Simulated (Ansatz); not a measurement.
# Does disorder add resistance in series? Mo(100) layers displaced at 800 K

Two lengths of the disordered region are known. What area resistance does the third give?

**Method.** Ansatz 0.2.0, plane waves with PAW datasets at their recommended cutoffs (420 eV for most), Fermi-Dirac smearing; ballistic transmission by layer matching. The area resistance is RA = A (h/2e²)(1/T − 1/N), with T the zone-mean transmission per spin and N the lead's channels, both averaged over a few energies near the Fermi level; for magnets each spin is taken apart, with h/e², and the two conduct in parallel. Lateral cell 2x2, PBE, a fresh random draw for each length. Atoms are displaced independently, by 0.0777 Å r.m.s. per direction; each RA is scaled by the nominal over the drawn mean square displacement.

The runs, with one result withheld:

| length (Å) | channels N | RA (fΩ m²) |
| --- | --- | --- |
| 6.29 | 6.740 | 0.165 |
| 12.6 | 6.677 | 0.326 |
| 18.9 | 6.635 | ? |

Worked fit:

Ohm's law makes RA linear in the length: the slope is (0.326 − 0.165)/(12.6 − 6.29) = 0.0255 fΩ m² per Å, or 26 µΩ cm. Then 0.326 + 0.0255 × 6.29. Predicted: 0.487 fΩ m².

What the run gave:

0.540 fΩ m², so the prediction is 9.8 % too low. The three lengths together give 30 µΩ cm. The two increments are 0.16 and 0.21 fΩ m², roughly as Ohm's law has it, though with one draw for each length that is a weak test.

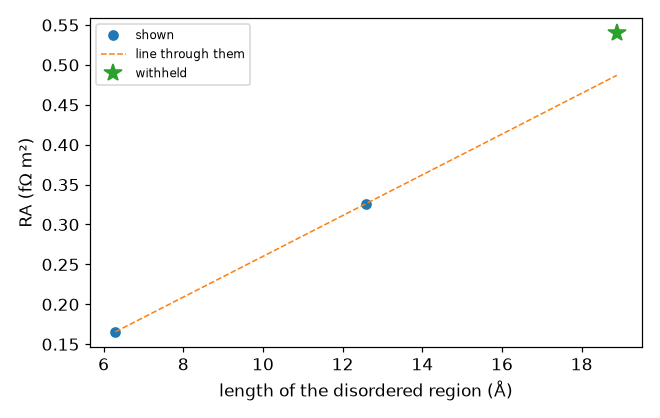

Area resistance against length.

**Limits.** The scatterers repeat sideways with the small cell. The slope is a raw one; a model of isotropic scattering puts it 1.04 times the bulk value over these lengths.
